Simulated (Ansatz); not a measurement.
# H₃Si (SMILES [SiH3]) (doublet): what the fields show

```yaml
atoms:
  - { symbol: Si, position_ang: [0.2968, -0.0272, -0.1657] }
  - { symbol: H, position_ang: [0.5671, 0.6743, 1.1389] }
  - { symbol: H, position_ang: [-0.2267, -1.4207, 0.0608] }
  - { symbol: H, position_ang: [-0.6371, 0.7736, -1.0340] }
```

Computed with Ansatz 0.2.0, UKS PBE/def2-SVP.

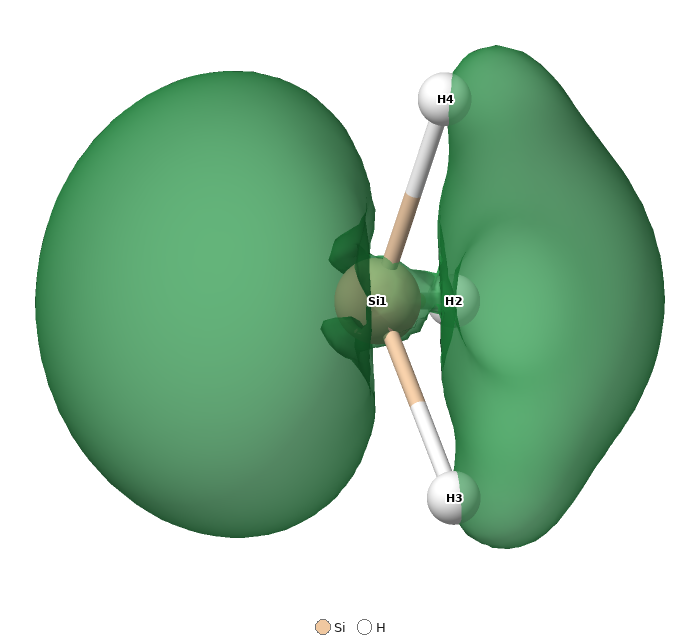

Figure 1. Isosurfaces of the spin density at +0.015 (green) and −0.015 e/Å³ (red), seen at an oblique angle.

Question: Which atoms carry the spin?

Answer: The unpaired spin (1 electron) lies mostly on Si1 (about 0.9), in electrons by Hirshfeld's partition. Only one sign reaches the isovalue.

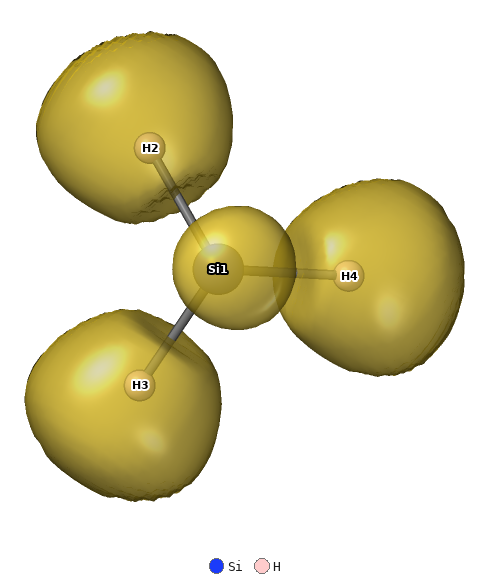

Figure 2. Isosurface of the ELF at 0.9 (yellow), seen across its widest extent. Core shells and regions of very low density are left out.

Question: Describe the localisation domains.

Answer: At this value the surface marks out three regions around hydrogen nuclei and one lobe on Si, pointing away from the bonds (non-bonding electrons). Along the contacts the grid gives the following. Si–H (1.51 Å): the ELF climbs to about 1 towards the hydrogen, as it does in any bond to H.

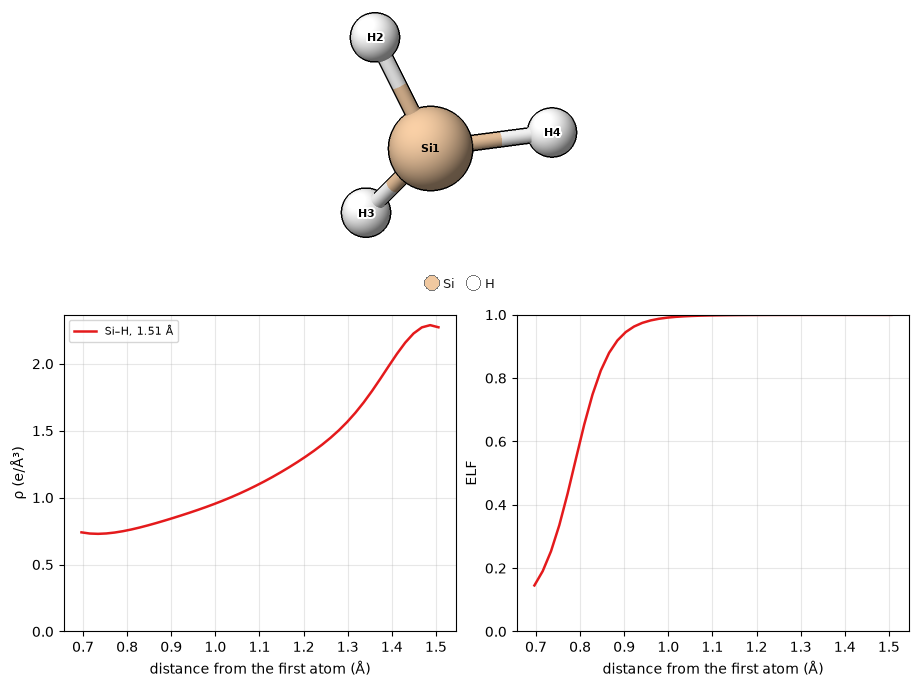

Figure 3. Total electron density and electron localisation function along straight lines between neighbouring atoms. The curves leave out the atomic cores. The structure is drawn too.

Question: What can be read from the curves?

Answer: Si–H (1.51 Å): ρ at the midpoint is about 0.73 e/Å³; the ELF climbs to about 1 towards the hydrogen.

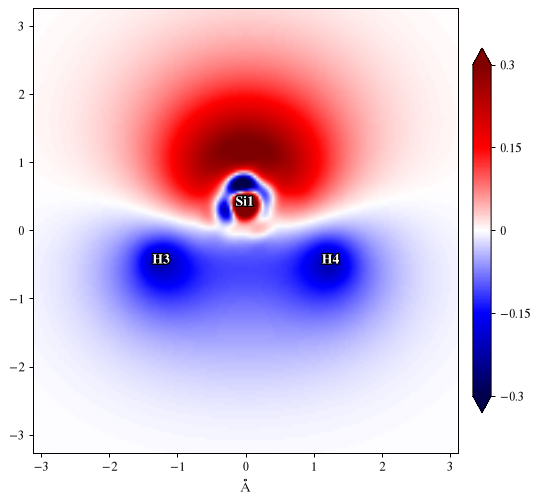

Figure 4. One frontier orbital on the plane of atoms H3, Si1 and H4 (values in Å⁻³ᐟ²; the overall sign is arbitrary).

Question: Which orbital is it: HOMO (β) or LUMO (β)?

Answer: The LUMO (β), at −3.41 eV. By Hirshfeld shares it lies mainly on Si1 (about 85 %).
